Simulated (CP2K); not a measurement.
Band structure of Hg3Ge (P6_3/mmc, 8 atoms in the cell).

```
Hg3Ge
1.0
    6.47046     0.00000     0.00000
   -3.23523     5.60358     0.00000
    0.00000     0.00000     5.24724
Ge Hg
2 6
Direct
  0.66667   0.33333   0.25000
  0.33333   0.66667   0.75000
  0.33728   0.16864   0.75000
  0.66272   0.83136   0.25000
  0.16864   0.33728   0.25000
  0.83136   0.66272   0.75000
  0.83136   0.16864   0.75000
  0.16864   0.83136   0.25000
```

Method: LDA (Pade form), GPW, DZVP-MOLOPT-SR-GTH basis, GTH-PADE potentials (GTH_POTENTIALS) (CP2K 2026.2).

Settings: CUTOFF = 500 Ry; REL_CUTOFF = 60 Ry; SMEAR/METHOD = GAUSSIAN; SIGMA = 0.1 eV; KPOINTS/SCHEME = MONKHORST-PACK 3 3 4; GAMMA_CENTERED = T; XC_FUNCTIONAL = PADE; Ge/BASIS_SET = DZVP-MOLOPT-SR-GTH; Ge/POTENTIAL = GTH-PADE-q4; Hg/BASIS_SET = DZVP-MOLOPT-SR-GTH; Hg/POTENTIAL = GTH-PADE-q12; METHOD = GPW; EPS_DEFAULT = 1e-11; EXTRAPOLATION = USE_GUESS.

The starting cell comes from a database of computed structures (which also holds hypothetical and non-ambient phases and stackings), without a prior relaxation at this level. Spin-orbit coupling is off. Values carry the incompleteness of an atom-centred basis.

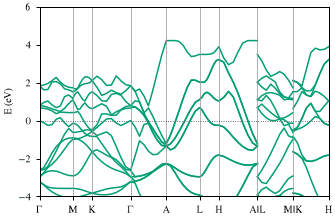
Figure. Bands along the path, energies from the Fermi level.

Levels in eV from the Fermi level, bands 37 to 42:
| point | 37 | 38 | 39 | 40 | 41 | 42 |
|---|---|---|---|---|---|---|
| Γ | -2.97 | -2.62 | -2.60 | 0.00 | 0.66 | 0.78 |
| M | -0.99 | -0.90 | -0.62 | -0.14 | 0.42 | 1.09 |
| K | -1.64 | -0.83 | -0.57 | -0.57 | -0.49 | 0.63 |
| A | -2.27 | -2.27 | -1.34 | -1.34 | -1.34 | -1.34 |
| L | -2.96 | -2.96 | 0.68 | 0.68 | 1.10 | 1.10 |
| H | -1.82 | -1.82 | -0.25 | -0.25 | 1.03 | 1.03 |

Bands cross the Fermi level along this path, so the cell is metallic at this level.

Higher empty bands are left out: an atom-centred basis made for the valence describes them poorly.
